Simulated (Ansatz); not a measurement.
**Si2PH7: a spread of methods and bases**

How do the results and run time of Si2PH7 respond when the settings are drawn wide?

The runs use Ansatz 0.2.0, Gaussian basis; the settings change from run to run.

## 1. The relaxed structure

The structure was relaxed beforehand with PBE0-D4 in a triple-zeta def2 set.

SMILES `[SiH3]P[SiH3]`, 10 atoms, charge 0, spin multiplicity 1.

Atoms are counted from 1 here; the program's logs count them from 0.

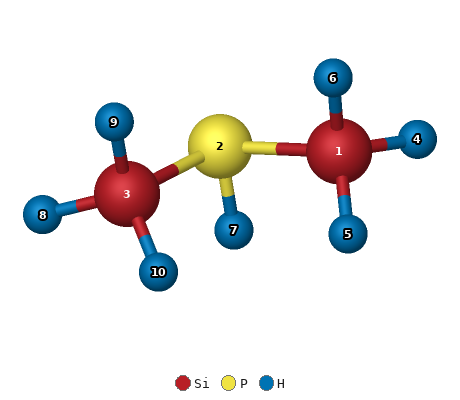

The geometry (silicon red, phosphorus yellow, hydrogen blue); atoms are numbered from 1 in the order of the file.

## 2. wPBEh/STO-3G

Set apart from the defaults: charge +1, multiplicity 2.

in.yaml

```yaml
crystal:
  periodic: [false, false, false]
  atoms:
    - {symbol: Si, position_ang: [-1.293646, 0.738956, -0.772210]}
    - {symbol: P, position_ang: [-0.480899, -1.286939, -0.226869]}
    - {symbol: Si, position_ang: [1.218581, -0.517749, 1.031032]}
    - {symbol: H, position_ang: [-2.304616, 0.573952, -1.848769]}
    - {symbol: H, position_ang: [-0.250310, 1.695041, -1.230141]}
    - {symbol: H, position_ang: [-1.955980, 1.292649, 0.437515]}
    - {symbol: H, position_ang: [0.301302, -1.417242, -1.407677]}
    - {symbol: H, position_ang: [2.134177, -1.647004, 1.338797]}
    - {symbol: H, position_ang: [0.636593, -0.003125, 2.297989]}
    - {symbol: H, position_ang: [1.994807, 0.571461, 0.380323]}
basis:
  gaussian: {orbitals: STO-3G}
total_charge: 1
magnetization: {spin_polarized: true, initial_magnetization: 1}
hamiltonian: {xc: {name: wPBEh}}
```

On the command line:

```bash
$ ansatz run in.yaml --threads 2 --pin off --events-out ev --progress --plain --max-ram 32768MiB --backend cpu
```

The program printed:

```text
Functional definition: wPBEh
  name "wPBEh"
  cite "Heyd, Scuseria & Ernzerhof, J. Chem. Phys. 118, 8207 (2003) doi:10.1063/1.1564060"
  cite "Krukau, Vydrov, Izmaylov & Scuseria, J. Chem. Phys. 125, 224106 (2006) doi:10.1063/1.2404663"
  cite "Heyd & Scuseria, J. Chem. Phys. 120, 7274 (2004) doi:10.1063/1.1668634"
  cite "Ernzerhof & Perdew, J. Chem. Phys. 109, 3313 (1998) doi:10.1063/1.476928"
  cite "Perdew, Burke & Ernzerhof, Phys. Rev. Lett. 77, 3865 (1996) doi:10.1103/PhysRevLett.77.3865"
  parent pbe
  parameter a = 0.25
  parameter omega = 0.11/bohr
  exchange = wpbe_x - a*pbe_x_sr(omega) + a*exact_x_sr(omega)
  correlation = pbe_c
380 factors; integrals over basis functions are off by at most 4.7e-5 eV
69 factors; integrals over basis functions are off by at most 2.1e-7 eV
mean field evaluation 1: about -24853.9568 eV, gradient 1.1e1 eV
mean field evaluation 2: about -24854.3225 eV, gradient 8.7e0 eV
mean field evaluation 4: about -24854.9942 eV, gradient 3.4e-1 eV
mean field evaluation 8: about -24854.9674 eV, gradient 2.4e-2 eV
mean field -24854.96744901 eV, -913.4032064491 hartree, gradient 5.2e-5 eV, S^2 0.752283; 0 other end points of the search recorded, 0 dependent functions left out
reference -24854.96747166 eV, -913.4032072815 hartree; 25, 24 occupied and 9, 10 virtual orbitals, 380 factors
Total energy: -24854.96747166 eV, -913.4032072815 hartree
```

Wall time 0.8 s (2 threads, shared host).

⟨S²⟩ 0.752.

## 3. wPBEh/cc-pVTZ-DK

Options: atoms shaken by 0.08 Å, relativity set to scalar.

in.yaml

```yaml
crystal:
  periodic: [false, false, false]
  atoms:
    - {symbol: Si, position_ang: [-1.374049, 0.877107, -0.711829]}
    - {symbol: P, position_ang: [-0.390856, -1.334580, -0.288472]}
    - {symbol: Si, position_ang: [1.210277, -0.590035, 1.048672]}
    - {symbol: H, position_ang: [-2.433677, 0.616105, -1.897135]}
    - {symbol: H, position_ang: [-0.241997, 1.729581, -1.083157]}
    - {symbol: H, position_ang: [-1.894616, 1.237778, 0.305767]}
    - {symbol: H, position_ang: [0.286797, -1.497762, -1.417533]}
    - {symbol: H, position_ang: [2.130548, -1.605631, 1.363608]}
    - {symbol: H, position_ang: [0.605358, -0.001542, 2.185876]}
    - {symbol: H, position_ang: [2.084460, 0.571374, 0.555816]}
basis:
  gaussian: {orbitals: cc-pVTZ-DK}
hamiltonian: {xc: {name: wPBEh}, pseudopotentials: {relativity: scalar}}
```

Launched as before.

The program printed, shortened:

```text
Functional definition: wPBEh
  name "wPBEh"
  cite "Heyd, Scuseria & Ernzerhof, J. Chem. Phys. 118, 8207 (2003) doi:10.1063/1.1564060"
  cite "Krukau, Vydrov, Izmaylov & Scuseria, J. Chem. Phys. 125, 224106 (2006) doi:10.1063/1.2404663"
  cite "Heyd & Scuseria, J. Chem. Phys. 120, 7274 (2004) doi:10.1063/1.1668634"
  cite "Ernzerhof & Perdew, J. Chem. Phys. 109, 3313 (1998) doi:10.1063/1.476928"
  cite "Perdew, Burke & Ernzerhof, Phys. Rev. Lett. 77, 3865 (1996) doi:10.1103/PhysRevLett.77.3865"
  parent pbe
[...]
1276 factors; their error is unknown
117 factors; integrals over basis functions are off by at most 1.0e-6 eV
[...]
mean field -25203.72204723 eV, -926.2197015393 hartree, gradient 5.1e-5 eV, S^2 0.000000; 0 other end points of the search recorded, 0 dependent functions left out
reference -25203.72209403 eV, -926.2197032592 hartree; 25, 25 occupied and 175, 175 virtual orbitals, 1276 factors
Total energy: -25203.72209403 eV, -926.2197032592 hartree
Relativity: scalar
```

Wall time 2.7 s (2 threads, shared host).

## 4. CAM-B3LYP/def2-SVP

This run has a grid of angular degree 11, finite nuclei.

in.yaml

```yaml
crystal:
  periodic: [false, false, false]
  atoms:
    - {symbol: Si, position_ang: [-1.293646, 0.738956, -0.772210]}
    - {symbol: P, position_ang: [-0.480899, -1.286939, -0.226869]}
    - {symbol: Si, position_ang: [1.218581, -0.517749, 1.031032]}
    - {symbol: H, position_ang: [-2.304616, 0.573952, -1.848769]}
    - {symbol: H, position_ang: [-0.250310, 1.695041, -1.230141]}
    - {symbol: H, position_ang: [-1.955980, 1.292649, 0.437515]}
    - {symbol: H, position_ang: [0.301302, -1.417242, -1.407677]}
    - {symbol: H, position_ang: [2.134177, -1.647004, 1.338797]}
    - {symbol: H, position_ang: [0.636593, -0.003125, 2.297989]}
    - {symbol: H, position_ang: [1.994807, 0.571461, 0.380323]}
basis:
  gaussian: {orbitals: def2-SVP, final_grid: {core_spheres: 5, valence_spheres: 4, degree: 11}, nuclear_model: gaussian}
hamiltonian: {xc: {name: CAM-B3LYP}}
output: {forces: true}
```

Launched as before.

The program printed, shortened:

```text
Functional definition: CAM-B3LYP
  name "CAM-B3LYP"
  cite "Yanai, Tew & Handy, Chem. Phys. Lett. 393, 51 (2004) doi:10.1016/j.cplett.2004.06.011"
  cite "Iikura, Tsuneda, Yanai & Hirao, J. Chem. Phys. 115, 3540 (2001) doi:10.1063/1.1383587"
  cite "Becke, Phys. Rev. A 38, 3098 (1988) doi:10.1103/PhysRevA.38.3098"
  cite "Lee, Yang & Parr, Phys. Rev. B 37, 785 (1988) doi:10.1103/PhysRevB.37.785"
  cite "Vosko, Wilk & Nusair, Can. J. Phys. 58, 1200 (1980) doi:10.1139/p80-159"
[...]
  # Exact exchange under (alpha + beta erf(omega r))/r, Becke's under what is left of 1/r.
[...]
854 factors; integrals over basis functions are off by at most 1.1e-3 eV
379 factors; integrals over basis functions are off by at most 1.0e-5 eV
[...]
mean field -25150.24589407 eV, -924.2544891581 hartree, gradient 4.5e-5 eV, S^2 0.000000; 0 other end points of the search recorded, 0 dependent functions left out
[...]
Atom 0 at    -1.293646     0.738956    -0.772210 Å, force    -0.121618     0.099904    -0.033598 eV/Å
Atom 1 at    -0.480899    -1.286939    -0.226869 Å, force    -0.024720    -0.132194    -0.058279 eV/Å
Atom 2 at     1.218581    -0.517749     1.031032 Å, force     0.100317    -0.011072     0.125538 eV/Å
Atom 3 at    -2.304616     0.573952    -1.848769 Å, force    -0.030823     0.001115    -0.035932 eV/Å
Atom 4 at    -0.250310     1.695041    -1.230141 Å, force     0.013750     0.028363    -0.007437 eV/Å
Atom 5 at    -1.955980     1.292649     0.437515 Å, force    -0.011900     0.037827     0.013352 eV/Å
Atom 6 at     0.301302    -1.417242    -1.407677 Å, force     0.008551    -0.043594    -0.041753 eV/Å
Atom 7 at     2.134177    -1.647004     1.338797 Å, force     0.033926    -0.031264     0.010550 eV/Å
Atom 8 at     0.636593    -0.003125     2.297989 Å, force     0.012033     0.025753     0.030398 eV/Å
Atom 9 at     1.994807     0.571461     0.380323 Å, force     0.020486     0.025163    -0.002840 eV/Å
Dipole moment:     0.101013     0.094647    -0.074720 e Å
```

Wall time 1 s (2 threads, shared host).

Largest force 0.161 eV/Å, dipole 0.76 D.

## 5. SVWN5/6-31G

Set apart from the defaults: charge +1, multiplicity 2.

in.yaml, as its differences from that of step 4:

```diff
@@ -14,4 +14,6 @@
 basis:
-  gaussian: {orbitals: def2-SVP, final_grid: {core_spheres: 5, valence_spheres: 4, degree: 11}, nuclear_model: gaussian}
-hamiltonian: {xc: {name: CAM-B3LYP}}
+  gaussian: {orbitals: 6-31G}
+total_charge: 1
+magnetization: {spin_polarized: true, initial_magnetization: 1}
+hamiltonian: {xc: {name: SVWN5}}
 output: {forces: true}
```

Launched as before.

The program printed, shortened:

```text
Functional definition: SVWN5
  name "SVWN5"
  cite "Dirac, Proc. Camb. Phil. Soc. 26, 376 (1930) doi:10.1017/S0305004100016108"
  cite "Slater, Phys. Rev. 81, 385 (1951) doi:10.1103/PhysRev.81.385"
  cite "Vosko, Wilk & Nusair, Can. J. Phys. 58, 1200 (1980) doi:10.1139/p80-159"
[...]
644 factors; integrals over basis functions are off by at most 2.4e-4 eV
[...]
mean field -25045.57608799 eV, -920.4079447324 hartree, gradient 1.0e-5 eV, S^2 0.751841; 4 other end points of the search recorded, 0 dependent functions left out
[...]
reference -25045.57612609 eV, -920.4079461324 hartree; 25, 24 occupied and 28, 29 virtual orbitals, 644 factors
Total energy: -25045.57612609 eV, -920.4079461324 hartree
Atom 0 at    -1.293646     0.738956    -0.772210 Å, force    -2.126309     0.685666    -0.090345 eV/Å
Atom 1 at    -0.480899    -1.286939    -0.226869 Å, force     0.821497     0.965993    -0.471427 eV/Å
Atom 2 at     1.218581    -0.517749     1.031032 Å, force     0.744182    -0.749697     1.970119 eV/Å
Atom 3 at    -2.304616     0.573952    -1.848769 Å, force    -0.181140    -0.080658    -0.291696 eV/Å
Atom 4 at    -0.250310     1.695041    -1.230141 Å, force     0.819025    -0.075422    -0.171517 eV/Å
Atom 5 at    -1.955980     1.292649     0.437515 Å, force    -0.064306     0.027127     0.353991 eV/Å
Atom 6 at     0.301302    -1.417242    -1.407677 Å, force     0.047091    -0.960446    -0.734503 eV/Å
Atom 7 at     2.134177    -1.647004     1.338797 Å, force     0.215673    -0.279208    -0.006533 eV/Å
Atom 8 at     0.636593    -0.003125     2.297989 Å, force    -0.264247     0.126962     0.210299 eV/Å
Atom 9 at     1.994807     0.571461     0.380323 Å, force    -0.011466     0.339683    -0.768388 eV/Å
Dipole moment:     0.114889    -0.053112    -0.196961 e Å
```

Run time: 1.2 s. Hardware: 2 threads, shared host.

Largest force 2.236 eV/Å, ⟨S²⟩ 0.752.

## 6. wB97X/def2-TZVPD

in.yaml, as its differences from that of step 5:

```diff
@@ -14,6 +14,3 @@
 basis:
-  gaussian: {orbitals: 6-31G}
-total_charge: 1
-magnetization: {spin_polarized: true, initial_magnetization: 1}
-hamiltonian: {xc: {name: SVWN5}}
-output: {forces: true}
+  gaussian: {orbitals: def2-TZVPD}
+hamiltonian: {xc: {name: wB97X}}
```

Same command.

The program printed, shortened:

```text
Functional definition: wB97X
  name "wB97X"
  cite "Chai & Head-Gordon, J. Chem. Phys. 128, 084106 (2008) doi:10.1063/1.2834918"
  cite "Becke, J. Chem. Phys. 107, 8554 (1997) doi:10.1063/1.475007"
[...]
  # The coefficients of nought are those of the uniform gas.
[...]
      + exact_x_lr(omega)
[...]
      + integral(e_c_pw_opposite_spin*poly(b97_u_opposite, 1, cos1, cos2, cos3, cos4))
1200 factors; their error is unknown
462 factors; integrals over basis functions are off by at most 5.0e-6 eV
[...]
mean field -25158.63967591 eV, -924.5629549513 hartree, gradient 2.4e-5 eV, S^2 0.000000; 0 other end points of the search recorded, 0 dependent functions left out
reference -25158.63963395 eV, -924.5629534092 hartree; 25, 25 occupied and 167, 167 virtual orbitals, 1200 factors
Total energy: -25158.63963395 eV, -924.5629534092 hartree
```

Wall time 7 s (2 threads, shared host); peak memory 0.54 GiB.

## 7. LC-wPBE/STO-3G

Options: charge +1, multiplicity 2, restricted open-shell orbitals, the search for lower states set to off.

in.yaml, as its differences from that of step 6:

```diff
@@ -14,3 +14,6 @@
 basis:
-  gaussian: {orbitals: def2-TZVPD}
-hamiltonian: {xc: {name: wB97X}}
+  gaussian: {orbitals: STO-3G}
+total_charge: 1
+magnetization: {spin_polarized: false, initial_magnetization: 1}
+hamiltonian: {xc: {name: LC-wPBE}}
+scf: {lower_state_search: off}
```

The command is unchanged.

The program printed, shortened:

```text
Functional definition: LC-wPBE
  name "LC-wPBE"
  cite "Vydrov & Scuseria, J. Chem. Phys. 125, 234109 (2006) doi:10.1063/1.2409292"
  cite "Heyd & Scuseria, J. Chem. Phys. 120, 7274 (2004) doi:10.1063/1.1668634"
  cite "Ernzerhof & Perdew, J. Chem. Phys. 109, 3313 (1998) doi:10.1063/1.476928"
  cite "Perdew, Burke & Ernzerhof, Phys. Rev. Lett. 77, 3865 (1996) doi:10.1103/PhysRevLett.77.3865"
  parent pbe
[...]
380 factors; integrals over basis functions are off by at most 4.7e-5 eV
198 factors; integrals over basis functions are off by at most 2.2e-6 eV
[...]
mean field -24854.29350419 eV, -913.3784394339 hartree, gradient 7.7e-6 eV, S^2 0.750000; 0 other end points of the search recorded, 0 dependent functions left out
reference -24854.29350420 eV, -913.3784394341 hartree; 25, 24 occupied and 9, 10 virtual orbitals, 380 factors
Total energy: -24854.29350420 eV, -913.3784394341 hartree
Checks for a lower state left out: stability, starts, cluster_reference, orbital_swaps, neighbouring_geometries, increment
```

It took 0.55 s on 2 threads, shared host.

## 8. wB97X-V/6-31G*

This run has high accuracy.

in.yaml, as its differences from that of step 7:

```diff
@@ -14,6 +14,4 @@
 basis:
-  gaussian: {orbitals: STO-3G}
-total_charge: 1
-magnetization: {spin_polarized: false, initial_magnetization: 1}
-hamiltonian: {xc: {name: LC-wPBE}}
-scf: {lower_state_search: off}
+  gaussian: {orbitals: "6-31G*"}
+hamiltonian: {xc: {name: wB97X-V}}
+accuracy: high
```

Launched as before.

The program printed, shortened:

```text
Functional definition: wB97X-V
  name "wB97X-V"
  cite "Mardirossian & Head-Gordon, Phys. Chem. Chem. Phys. 16, 9904 (2014) doi:10.1039/C3CP54374A"
  cite "Becke, J. Chem. Phys. 107, 8554 (1997) doi:10.1063/1.475007"
  cite "Vydrov & Van Voorhis, J. Chem. Phys. 133, 244103 (2010) doi:10.1063/1.3521275"
[...]
      + integral(e_c_pw_opposite_spin*poly(b97_u_opposite, cos0, cos1)) + vv10(b, c)
1599 factors; integrals over basis functions are off by at most 4.1e-9 eV
398 factors; integrals over basis functions are off by at most 2.2e-9 eV
[...]
mean field -25152.58906573 eV, -924.3405991284 hartree, gradient 4.6e-8 eV, S^2 0.000000; 0 other end points of the search recorded, 0 dependent functions left out
reference -25152.58906553 eV, -924.3405991212 hartree; 25, 25 occupied and 46, 46 virtual orbitals, 1599 factors
Total energy: -25152.58906553 eV, -924.3405991212 hartree
```

Run time: 17 s. Hardware: 2 threads, shared host; peak memory 0.46 GiB.

## 9. wPBEh/aug-pcseg-2

This run has charge +1, multiplicity 2, restricted open-shell orbitals, high accuracy.

in.yaml, as its differences from that of step 8:

```diff
@@ -14,4 +14,7 @@
 basis:
-  gaussian: {orbitals: "6-31G*"}
-hamiltonian: {xc: {name: wB97X-V}}
+  gaussian: {orbitals: aug-pcseg-2}
+total_charge: 1
+magnetization: {spin_polarized: false, initial_magnetization: 1}
+hamiltonian: {xc: {name: wPBEh}}
 accuracy: high
+output: {forces: true}
```

Launched as before.

The program printed, shortened:

```text
Functional definition: wPBEh
  name "wPBEh"
  cite "Heyd, Scuseria & Ernzerhof, J. Chem. Phys. 118, 8207 (2003) doi:10.1063/1.1564060"
  cite "Krukau, Vydrov, Izmaylov & Scuseria, J. Chem. Phys. 125, 224106 (2006) doi:10.1063/1.2404663"
  cite "Heyd & Scuseria, J. Chem. Phys. 120, 7274 (2004) doi:10.1063/1.1668634"
  cite "Ernzerhof & Perdew, J. Chem. Phys. 109, 3313 (1998) doi:10.1063/1.476928"
  cite "Perdew, Burke & Ernzerhof, Phys. Rev. Lett. 77, 3865 (1996) doi:10.1103/PhysRevLett.77.3865"
  parent pbe
[...]
4797 factors; integrals over basis functions are off by at most 3.4e-9 eV
214 factors; integrals over basis functions are off by at most 1.8e-9 eV
[...]
mean field -25140.92990441 eV, -923.9121328526 hartree, gradient 3.3e-8 eV, S^2 0.750000; 3 other end points of the search recorded, 0 dependent functions left out
[...]
Atom 0 at    -1.293646     0.738956    -0.772210 Å, force    -2.106528     1.066956    -0.287138 eV/Å
Atom 1 at    -0.480899    -1.286939    -0.226869 Å, force     1.194285     1.203274    -0.825673 eV/Å
Atom 2 at     1.218581    -0.517749     1.031032 Å, force     1.117964    -0.545443     2.027193 eV/Å
Atom 3 at    -2.304616     0.573952    -1.848769 Å, force     0.168422    -0.144444     0.069892 eV/Å
Atom 4 at    -0.250310     1.695041    -1.230141 Å, force     0.497454    -0.514699     0.055148 eV/Å
Atom 5 at    -1.955980     1.292649     0.437515 Å, force     0.183861    -0.245595     0.024169 eV/Å
Atom 6 at     0.301302    -1.417242    -1.407677 Å, force    -0.308699    -0.713425    -0.066577 eV/Å
Atom 7 at     2.134177    -1.647004     1.338797 Å, force    -0.160881     0.020326    -0.166521 eV/Å
Atom 8 at     0.636593    -0.003125     2.297989 Å, force    -0.183535    -0.062238    -0.239546 eV/Å
Atom 9 at     1.994807     0.571461     0.380323 Å, force    -0.402342    -0.064711    -0.590947 eV/Å
Dipole moment:     0.027087    -0.176152    -0.160403 e Å
```

Run time: 80 s. Hardware: 2 threads, shared host; peak memory 3.6 GiB.

Largest force 2.379 eV/Å.

## 10. r2SCAN/def2-SVPD

Options: coordinates scaled by 1.25, rVV10 dispersion, high accuracy.

in.yaml

```yaml
crystal:
  periodic: [false, false, false]
  atoms:
    - {symbol: Si, position_ang: [-1.617057, 0.923695, -0.965262]}
    - {symbol: P, position_ang: [-0.601124, -1.608673, -0.283587]}
    - {symbol: Si, position_ang: [1.523227, -0.647186, 1.288790]}
    - {symbol: H, position_ang: [-2.880770, 0.717440, -2.310961]}
    - {symbol: H, position_ang: [-0.312888, 2.118802, -1.537676]}
    - {symbol: H, position_ang: [-2.444975, 1.615811, 0.546894]}
    - {symbol: H, position_ang: [0.376627, -1.771553, -1.759596]}
    - {symbol: H, position_ang: [2.667722, -2.058755, 1.673496]}
    - {symbol: H, position_ang: [0.795741, -0.003906, 2.872486]}
    - {symbol: H, position_ang: [2.493509, 0.714326, 0.475403]}
basis:
  gaussian: {orbitals: def2-SVPD}
hamiltonian: {xc: {name: r2SCAN}, dispersion: rvv10}
accuracy: high
```

The command is unchanged.

The program printed, shortened:

```text
Functional definition: r2SCAN+rVV10
  name "r2SCAN+rVV10"
  cite "Furness, Kaplan, Ning, Perdew & Sun, J. Phys. Chem. Lett. 11, 8208 (2020) doi:10.1021/acs.jpclett.0c02405"
  cite "Furness, Kaplan, Ning, Perdew & Sun, J. Phys. Chem. Lett. 11, 9248 (2020) doi:10.1021/acs.jpclett.0c03077"
  cite "Vydrov & Van Voorhis, J. Chem. Phys. 133, 244103 (2010) doi:10.1063/1.3521275"
  cite "Sabatini, Gorni & de Gironcoli, Phys. Rev. B 87, 041108(R) (2013) doi:10.1103/PhysRevB.87.041108"
  cite "Ning et al., Phys. Rev. B 106, 075422 (2022) doi:10.1103/PhysRevB.106.075422"
  parent "r2scan"
[...]
2570 factors; integrals over basis functions are off by at most 3.6e-9 eV
[...]
mean field -25139.11516355 eV, -923.8454423560 hartree, gradient 3.9e-8 eV, S^2 0.000000; 0 other end points of the search recorded, 0 dependent functions left out
reference -25139.11516473 eV, -923.8454423994 hartree; 25, 25 occupied and 103, 103 virtual orbitals, 2570 factors
Total energy: -25139.11516473 eV, -923.8454423994 hartree
```

Wall time 21 s (2 threads, shared host); peak memory 0.54 GiB.

## 11. All runs side by side

| level | charge | multiplicity | geometry | functions | energy (eV) | time |
| --- | --- | --- | --- | --- | --- | --- |
| wPBEh/STO-3G | 1 | 2 | relaxed | 34 | -24854.967 | 0.8 s |
| wPBEh/cc-pVTZ-DK | 0 | 1 | shaken | 200 | -25203.722 | 2.7 s |
| CAM-B3LYP/def2-SVP | 0 | 1 | relaxed | 89 | -25150.246 | 1 s |
| SVWN5/6-31G | 1 | 2 | relaxed | 53 | -25045.576 | 1.2 s |
| wB97X/def2-TZVPD | 0 | 1 | relaxed | 192 | -25158.640 | 7 s |
| LC-wPBE/STO-3G | 1 | 2 | relaxed | 34 | -24854.294 | 0.55 s |
| wB97X-V/6-31G* | 0 | 1 | relaxed | 71 | -25152.589 | 17 s |
| wPBEh/aug-pcseg-2 | 1 | 2 | relaxed | 311 | -25140.930 | 80 s |
| r2SCAN/def2-SVPD | 0 | 1 | scaled | 128 | -25139.115 | 21 s |

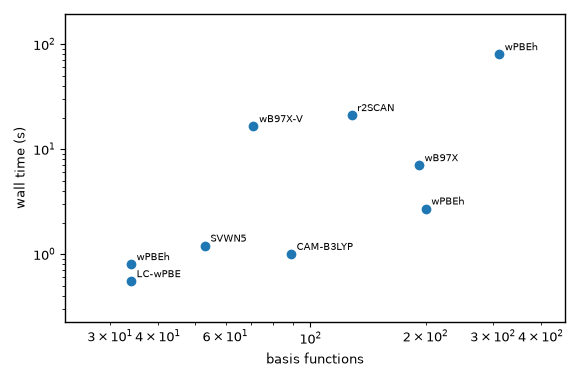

Wall time against the number of basis functions (shared host).

## 12. Outcome

| quantity | value |
| --- | --- |
| runs | 9 |
| quickest | LC-wPBE/STO-3G, 0.55 s |
| slowest | wPBEh/aug-pcseg-2, 80 s |
| spread of total energies, same state and geometry | 8.4 eV |

What this shows: Run time spans a factor of 146, from LC-wPBE/STO-3G to wPBEh/aug-pcseg-2. The jobs differ in tasks and options as well as level. The totals spread over 8 eV; they can't be compared across methods or bases. At the PBE0-D4/def2-TZVP geometry and in the same state, runs without warnings or point charges leave forces up to 0.16 eV/Å (CAM-B3LYP/def2-SVP).
